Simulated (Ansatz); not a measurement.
# InPd (Pm-3m): thermal expansion under pressure, part 2 of 3

Wanted: expansion, heat capacity and stiffness of InPd along isobars. The starting cell is a computed one from a database.

Ansatz 0.2.0; DFT PBE, scalar-relativistic, plane waves, PAW.

So far. Step 2 (A first coarse run): The start is under 3.9 GPa at this level and looks like a metal on this mesh. Step 4 (Tight relaxation): The residual pressure is 1.7e-4 GPa, small enough for phonons.

## Step 6: Phonons on strained cells

Thermal expansion follows from how the free energy of the vibrations (and of the electrons in a metal) changes with strain, so the program makes strained cells, their phonons and a fit in one run.

Input file input.yaml:

```yaml
crystal:
  lattice:
    - [3.286047671, 0.0, 0.0]
    - [0.0, 3.286047671, 0.0]
    - [0.0, 0.0, 3.286047671]
  atoms:
    - { symbol: In, position: [0.0, 0.0, 0.0] }
    - { symbol: Pd, position: [0.5, 0.5, 0.5] }
kpoints:
  mp_grid: { grid: [16, 16, 16] }
hamiltonian:
  xc: pbe
scf:
  occupations: { method: methfessel_paxton, width: 0.2 }
  lower_state_search: "off"
output:
  eigenvalues: true
phonons:
  method: dfpt
  qmesh: [4, 4, 4]
  temperatures: { t_max: 650.0, t_step: 50 }
  thermal_expansion: { pressure: 2.0 }
```

Started as:

```sh
$ ansatz run input.yaml --threads 8 --pin off --max-ram 16384MiB --backend cpu --events-out ev --progress --plain --runs-dir out
```

Numbers of over 12 decimals in the logs are rounded to 6 here.

The log of the run:

```text
[...]
Crystal: 2 atoms, lattice volume = 35.483 Å³
Basis set: ecut = 487.2 eV, 847 PW (Γ), exchange–correlation on 48×48×48 points (8 copies of the dense FFT grid, shifted against one another)
Bands: 20, of which v1, the nominal top of the filled ones, is band 16 counted from 1 (15 counted from 0)
Symmetry: 48 space group operations
[...]
k-points: 165 of 4096
[...]
SCF iter   1: F=—  HF=-12571.670619 eV  |F-HF|=—  |Δ(HF+E_count)|=         —  Δρ=1.70e-3  dr2=9.94e-4  ethr=1.77e-3  ⟨swp⟩=5.1  Hψ=14533  notcnv=0
[...]
SCF iter   8: F=-12571.671055 eV  HF=-12571.671055 eV  |F-HF|=1.82e-12  |Δ(HF+E_count)|=  1.82e-11  S|Δr|=    0.00e0  Δρ=4.23e-8  dr2=5.39e-13  ethr=1.00e-12  ⟨swp⟩=6.8  Hψ=14922  notcnv=0
SCF 1 converged in 8 iterations: F = -12571.671055 eV  dr2 = 5.39e-13
[...]
relax step   1: F+E_penalty+E_count = -12571.67105496 eV  Δ(F+E_penalty+E_count) = +0.000e0 eV  max|allowed force component| = 2.136e-29 eV/Å  Δτ_max = 0.0000 Å  (8 SCF iters, accepted)
SCF converged after 8 iterations
[...]
Free energy (F): -12571.671055 eV
[...]
Internal energy: -12571.671088 eV  (E = F + TS)
E sigma→0 (E₀):  -12571.671063 eV
Entropy (-TS):   0.000033 eV (0.016 meV/atom)
Fermi energy:    16.504444 eV
[...]
--- Stress (GPa, compression-positive) ---
        1.989227       0.000000       0.000000
       -0.000000       1.989227       0.000000
        0.000000       0.000000       1.989227
  P = ⅓ Tr σ = 1.9892 GPa (19.892 kbar)
--- Band table (eV; the first three rows and the last of 165) ---
  k-point 0: bands = [... 12 lower, 14.2253, 14.2253, 14.2253, 20.6761, 20.6761, 20.6761, 25.7183, 26.9590]
  k-point 1: bands = [... 12 lower, 14.1788, 14.1788, 14.2226, 20.2118, 20.7993, 20.7993, 25.9526, 26.9377]
  k-point 2: bands = [... 12 lower, 14.0527, 14.0527, 14.2151, 19.1767, 21.1557, 21.1557, 26.1737, 26.8753]
  k-point 164: bands = [... 12 lower, 14.8277, 14.8277, 16.3470, 20.2511, 20.2511, 20.2511, 20.8184, 20.8184]
── thermal expansion: 3 new cells, 3 in all ──
thermal expansion: relaxation of cell 2
thermal expansion: relaxation of cell 3
── thermal expansion: 2 new cells, 5 in all ──
thermal expansion: relaxation of cell 4
thermal expansion: electrons of cell 4
thermal expansion: phonons of cell 4
WARN: thermal expansion, phonons of cell 4: eigensolver did not converge (k=17): 1 band(s) unlocked after 20 sweeps at ethr=1.00e-12 eV (lowest unlocked band 19, counted from 0; max residual 2.44e-6 eV among the unlocked bands, 2.44e-6 eV over every band)
thermal expansion: relaxation of cell 5
thermal expansion: electrons of cell 1
thermal expansion: electrons of cell 2
thermal expansion: electrons of cell 3
thermal expansion: electrons of cell 5
thermal expansion: phonons of cell 5
[...]
── thermal expansion: 5 new cells, 10 in all ──
thermal expansion: relaxation of cell 6
thermal expansion: relaxation of cell 7
thermal expansion: relaxation of cell 8
thermal expansion: relaxation of cell 9
thermal expansion: relaxation of cell 10
thermal expansion: electrons of cell 6
thermal expansion: electrons of cell 7
thermal expansion: electrons of cell 8
thermal expansion: electrons of cell 9
thermal expansion: electrons of cell 10
thermal expansion: phonons of cell 6
[...]
thermal expansion: phonons of cell 7
[...]
WARN: thermal expansion: eigensolver_not_converged in the phonons of 4 cells: 4, 5, 6, 7
--- Relaxed structure (1 steps of the walk, 1 accepted, 0 SCFs on fresh bases) ---
  F+E_penalty+E_count = -12571.67105496 eV   max|allowed force component| = 2.136e-29 eV/Å
  atoms:
    - { symbol: In, position: [0.0, 0.0, 0.0] }
    - { symbol: Pd, position: [0.5, 0.5, 0.5] }
--- Thermal expansion: 10 cells in 3 rounds, 2 GPa ---
  no lower state was looked for at cell 4: scf.lower_state_search: off
  without vibrations: a 3.28573, b 3.28573, c 3.28573 Å, V 35.4728 Å³, B 122.10 GPa
  at 0 K: a 3.29011, b 3.29011, c 3.29011 Å, V 35.6149 Å³, B 120.30 GPa
  zero-point expansion: a +0.133, b +0.133, c +0.133, V +0.400 %
      T/K        a/Å        b/Å        c/Å       V/Å³ | expansion of a, b, c, V (1e-6/K)   | that of V in the mean from 25 °C | C_P, C_V (J/mol K of the cell) | B_T, B_S (GPa)
     0.00    3.29011    3.29011    3.29011    35.6149 |    0.00    0.00    0.00    0.00 |   48.82 |     0.000     0.000 |   120.30   120.30
   100.00    3.29325    3.29325    3.29325    35.7168 |   16.81   16.81   16.81   50.43 |   59.23 |    42.315    41.674 |   117.17   118.97
   200.00    3.29943    3.29943    3.29943    35.9185 |   20.10   20.10   20.10   60.29 |   62.71 |    49.723    47.958 |   112.22   116.35
   298.15    3.30623    3.30623    3.30623    36.1409 |   21.78   21.78   21.78   65.33 |       - |    52.386    49.421 |   107.05   113.47
   350.00    3.31004    3.31004    3.31004    36.2659 |   22.60   22.60   22.60   67.80 |   66.68 |    53.470    49.808 |   104.20   111.86
   450.00    3.31780    3.31780    3.31780    36.5216 |   24.28   24.28   24.28   72.83 |   69.37 |    55.459    50.291 |    98.45   108.57
   550.00    3.32618    3.32618    3.32618    36.7990 |   26.21   26.21   26.21   78.64 |   72.29 |    57.574    50.613 |    92.34   105.04
   650.00    3.33529    3.33529    3.33529    37.1022 |   28.58   28.58   28.58   85.75 |   75.59 |    60.026    50.865 |    85.79   101.24
  the static fit leaves 0.002 meV an atom of the energies and, of the stresses, 0.001 GPa of each cell's largest along a strain (root mean squares over the cells), whose Pulay part it has at -0.040 GPa
  vibrations' free energy: its fit passes through its cells
  the electrons' free energy at temperature is in it; its fit leaves 0.0420 meV an atom at the most
  free energies summed between the sampled wave vectors
  estimated error of the fitted expansion in any direction: up to 0.068e-6/K, at 650 K, with few degrees of freedom (an estimate, not a bound: it was exceeded on models of known expansion)
  by sums over the sampled wave vectors an expansion of the volume parts by up to 0.84e-6/K
  by a static energy of one degree less an expansion of the volume parts by up to 0.46e-6/K
  the FFT grids of the static calculations differ: 24 × 24 × 24, 25 × 25 × 25
  eigensolver_not_converged in the phonons of 4 cells: 4, 5, 6, 7
```

Elapsed: 41 min, on 8 threads of Arm Neoverse V1, shared host; peak memory 4.9 GiB; 5.2 h of CPU time.

This step gave:

| Property | Result |
| --- | --- |
| pressure | 1.989 GPa |
| volume expansion coefficient at 298 K | 65.33 1e-6/K |
| C_P at 298 K | 26.19 J/mol-atom/K |
| entropy at 298 K | 47.02 J/mol-atom/K |
| isothermal bulk modulus at 298 K | 107.0 GPa |
| Grüneisen parameter at 298 K | 3.080 |
| volume at 298 K | 18.07 Å³/atom |
| principal linear expansion coefficients at 298 K | 21.78, 21.78, 21.78 1e-6/K |

Strained cells of the study; zero-point energy where phonons were solved; the pressures are stresses at a fixed cutoff and can carry an offset from the finite basis. Expansion cells, by row:

```
cell  |a| (Å)  |b| (Å)  |c| (Å)  V (Å³/atom)  E - E_lowest (meV/atom)  pressure, compression positive (GPa)  gap (eV)  zero-point energy (meV/atom)
   1    3.286    3.286    3.286        17.74                    1.843                                  1.95         -                             -
   2    3.312    3.312    3.312        18.17                    0.262                                -0.772         -                             -
   3     3.26     3.26     3.26        17.32                    11.04                                 5.087         -                             -
   4    3.286    3.286    3.286        17.75                    1.779                                 1.914         -                         18.86
   5    3.303    3.303    3.303        18.01                        0                                 0.168         -                         18.06
   6    3.328    3.328    3.328        18.43                    2.655                                -2.216         -                         16.86
   7    3.349    3.349    3.349        18.78                    9.389                                -3.943         -                          15.9
   8    3.254    3.254    3.254        17.22                    14.46                                 5.906         -                             -
   9     3.27     3.27     3.27        17.48                    6.537                                 3.824         -                             -
  10    3.376    3.376    3.376        19.24                    23.24                                -5.846         -                             -
```

Quasi-harmonic; a, b, c are the run's own cell vectors. Expansion, by row:

```
T (K)  a (Å)  b (Å)  c (Å)  alpha (deg)  beta (deg)  gamma (deg)  cell volume (Å³/cell)  alpha_a (1e-6/K)  alpha_b (1e-6/K)  alpha_c (1e-6/K)  alpha_V (1e-6/K)  C_P (J/mol-atom/K)  C_V (J/mol-atom/K)  S (J/mol-atom/K)  B_T (GPa)  B_S (GPa)  Grueneisen  extrapolation  fit error (1e-6/K)
    0   3.29   3.29   3.29           90          90           90                  35.61                 0                 0                 0                 0                   0                   0                 0      120.3      120.3           -              0                   0
   50  3.291  3.291  3.291           90          90           90                  35.64             10.98             10.98             10.98             32.93               13.57                13.5             8.437      119.4        120       3.125              0                0.01
  100  3.293  3.293  3.293           90          90           90                  35.72             16.81             16.81             16.81             50.43               21.16               20.84              20.7      117.2        119        3.05              0                0.01
  150  3.296  3.296  3.296           90          90           90                  35.81             18.91             18.91             18.91             56.74               23.67               23.07             29.83      114.7      117.7       3.043              0                0.02
  200  3.299  3.299  3.299           90          90           90                  35.92              20.1              20.1              20.1             60.29               24.86               23.98             36.82      112.2      116.3       3.052              0                0.02
  250  3.303  3.303  3.303           90          90           90                  36.03                21                21                21             62.99               25.62               24.44             42.45      109.6      114.9       3.065              0                0.03
298.1  3.306  3.306  3.306           90          90           90                  36.14             21.78             21.78             21.78             65.33               26.19               24.71             47.02        107      113.5        3.08              0                0.03
  300  3.306  3.306  3.306           90          90           90                  36.15             21.81             21.81             21.81             65.42               26.21               24.72             47.18        107      113.4       3.081              0                0.03
  350   3.31   3.31   3.31           90          90           90                  36.27              22.6              22.6              22.6              67.8               26.73                24.9             51.26      104.2      111.9       3.098              0                0.04
  400  3.314  3.314  3.314           90          90           90                  36.39             23.41             23.41             23.41             70.24               27.23               25.04             54.86      101.4      110.2       3.116              0                0.04
  450  3.318  3.318  3.318           90          90           90                  36.52             24.28             24.28             24.28             72.83               27.73               25.14              58.1      98.45      108.6       3.136              0                0.05
  500  3.322  3.322  3.322           90          90           90                  36.66              25.2              25.2              25.2             75.61               28.24               25.23             61.05      95.45      106.8       3.157              0                0.06
  550  3.326  3.326  3.326           90          90           90                   36.8             26.21             26.21             26.21             78.64               28.79               25.31             63.76      92.34        105        3.18              0                0.06
  600  3.331  3.331  3.331           90          90           90                  36.95             27.33             27.33             27.33                82               29.37               25.37             66.29      89.12      103.2       3.204              0                0.05
  650  3.335  3.335  3.335           90          90           90                   37.1             28.58             28.58             28.58             85.75               30.01               25.43             68.67      85.79      101.2       3.231              0                0.07
```

Table of expansion coefficient by temperature; values in 1e-6/K:

```
temperature (K)  volume  principal 1
              0       0            0
             50    32.9         11.0
            100    50.4         16.8
            150    56.7         18.9
            200    60.3         20.1
            250    63.0           21
            298    65.3         21.8
            300    65.4         21.8
            350    67.8         22.6
            400    70.2         23.4
            450    72.8         24.3
            500    75.6         25.2
            550    78.6         26.2
            600      82         27.3
            650    85.8         28.6
```

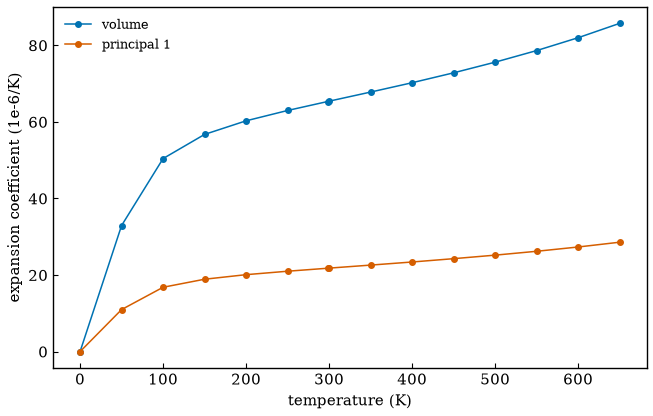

Expansion coefficient against temperature.

At 298 K the volume expansion is 65.3 × 10⁻⁶/K and B_T is 107 GPa. The program raised the cutoff to 487.2 eV by itself: with no cutoff typed, the study takes about 1.16 times the default for its relaxations and scales it with the volume for the phonons.

## Step 7: Relaxation under pressure, pressure 10 GPa

The study at pressure needs a start near its own equilibrium, so the cell is first relaxed to that pressure.

input.yaml, the sections that differ from step 6:

```yaml
crystal:
  lattice:
    - [3.3050521869, 0.0, 0.0]
    - [0.0, 3.3050521869, 0.0]
    - [0.0, 0.0, 3.3050521869]
  atoms:
    - { symbol: In, position: [0.0, 0.0, 0.0] }
    - { symbol: Pd, position: [0.5, 0.5, 0.5] }
output:
  forces: true
  stress: true
  eigenvalues: true
relax:
  adjacent_minimum: "off"
  f_tol: 0.001
  max_steps: 60
  cell: { stress_tol: 0.05, p_target: 10.0 }
# kpoints, hamiltonian, scf: as in step 6
# phonons: removed
```

The log of the run:

```text
[...]
Crystal: 2 atoms, lattice volume = 36.102 Å³
Basis set: ecut = 420 eV, 739 PW (Γ), exchange–correlation on 48×48×48 points (8 copies of the dense FFT grid, shifted against one another)
Bands: 20, of which v1, the nominal top of the filled ones, is band 16 counted from 1 (15 counted from 0)
Symmetry: 48 space group operations
[...]
k-points: 165 of 4096
[...]
k-point 164: bands = [... 12 lower, 15.9672, 15.9672, 17.8081, 21.5513, 21.5513, 21.5513, 22.2689, 22.2689]
--- Relaxed structure (5 steps of the walk, 4 accepted, 1 SCFs on fresh bases) ---
[...]
cell:  # Å, volume = 33.5645 Å³
    - [3.225721, 0, 0]
    - [0, 3.225721, 0]
    - [0, 0, 3.225721]
  atoms:
    - { symbol: In, position: [0, 0, 0] }
    - { symbol: Pd, position: [0.5, 0.5, 0.5] }
[key lines of the parts left out:]
SCF converged after 6 iterations
Free energy (F): -12571.598607 eV
Fermi energy:    17.764149 eV
P = ⅓ Tr σ = 10.0293 GPa (100.293 kbar)
```

Elapsed: 5.6 s, on 8 threads; peak memory 0.47 GiB; 39 s of CPU time.

Step by step:

```
step  energy less that of the first step (eV)  largest force component (eV/Å)  pressure (GPa)  volume (Å³)
   1                                   0.0000                          0.0000            0.00        36.10
   2                                   0.3378                          0.0000           25.57        31.08
   3                                   0.0497                          0.0000            8.13        33.95
   4                                   0.0758                          0.0000           10.34        33.50
   5                                   0.0716                          0.0000           10.00        33.56
  6*                                   0.0730                          0.0000           10.03        33.56
```

Relaxation steps marked * repeat the geometry before them on a plane-wave basis chosen anew for their cell, so energy and pressure can jump there. Relaxation step 2 was tried and not accepted.

Forces are held to the 48 operations that the run works with; a distortion that breaks them can't arise in this run.

```
conventional cell, symmetrised  before  after  change
                         a (Å)   3.305  3.226  -2.4 %
                         b (Å)   3.305  3.226  -2.4 %
                         c (Å)   3.305  3.226  -2.4 %
              volume (Å³/atom)   18.05  16.78  -7.0 %
```

The relaxed structure:

```cif
data_structure
_symmetry_space_group_name_H-M 'P 1'
_symmetry_Int_Tables_number 1
_cell_length_a 3.2257
_cell_length_b 3.2257
_cell_length_c 3.2257
_cell_angle_alpha 90.000
_cell_angle_beta 90.000
_cell_angle_gamma 90.000
_cell_volume 33.56
loop_
_atom_site_label
_atom_site_type_symbol
_atom_site_fract_x
_atom_site_fract_y
_atom_site_fract_z
_atom_site_occupancy
In1 In 0.00000 0.00000 0.00000 1
Pd2 Pd 0.50000 0.50000 0.50000 1
```

This step gave:

```yaml
pressure: 10.03 GPa
volume_per_atom: 16.78 Å³/atom
```

(Part 2 of 3 ends here.)

[Logs are printed without paths, hosts, clocks, repeated set-up lines and the standing remarks that a program may print on its own settings, such as how far it seeks lower states.]

[Hosts, paths, dates, database ids (printed as entryN), source tags and the programs' standing remarks are cut or masked in the printed files.]

[A step with changed settings may run another functional than the one named; its input shows which.]
